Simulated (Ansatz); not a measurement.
Given this structure, the input geometry of an electronic-structure calculation (not necessarily at equilibrium); the starting structure was generated, so it need not be a known form of this composition, written in its standard cell:

```yaml
crystal:
  lattice:
    - [2.75352, 0.00000, 0.00000]
    - [-1.37676, 2.38462, 0.00000]
    - [0.00000, 0.00000, 8.82961]
  atoms:
    - { symbol: Ru, position: [0.00000, 0.00000, 0.00000] }
    - { symbol: Ru, position: [0.00000, 0.00000, 0.50000] }
    - { symbol: Ru, position: [0.33333, 0.66667, 0.25000] }
    - { symbol: Ru, position: [0.66667, 0.33333, 0.75000] }
```

Question: Predict the [001] zone-axis pattern (200 kV, kinematic, B = 0.3 Å²).

Answer: The spots form a hexagonal net with both shortest vectors at d = 2.38 Å, 60.0° apart. They are 1 -1 0 and 1 0 0. The pattern has symmetry 6mm. No reflection of this zone is absent.

Strongest reflections with d > 0.80 Å, one of each family (|F|² from tabulated Gaussian fits of the electron scattering factors, times a small damping for the curvature of the Ewald sphere):

```json
{"hkl": "2 -1 0", "d (Å)": "1.377", "I (strongest = 100)": "100"}
{"hkl": "1 0 0", "d (Å)": "2.385", "I (strongest = 100)": "19"}
{"hkl": "2 0 0", "d (Å)": "1.192", "I (strongest = 100)": "4"}
{"hkl": "3 -1 0", "d (Å)": "0.901", "I (strongest = 100)": "2"}
```

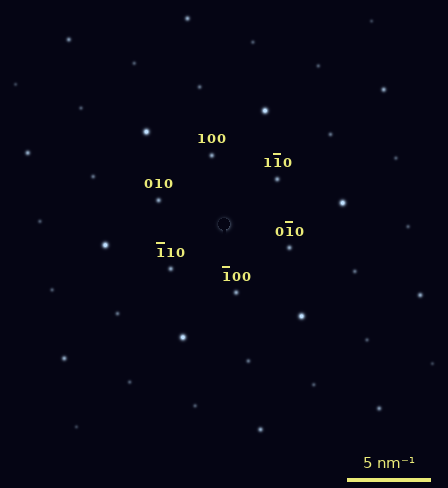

Calculated pattern, seen from the source side with [001] pointing towards the source.
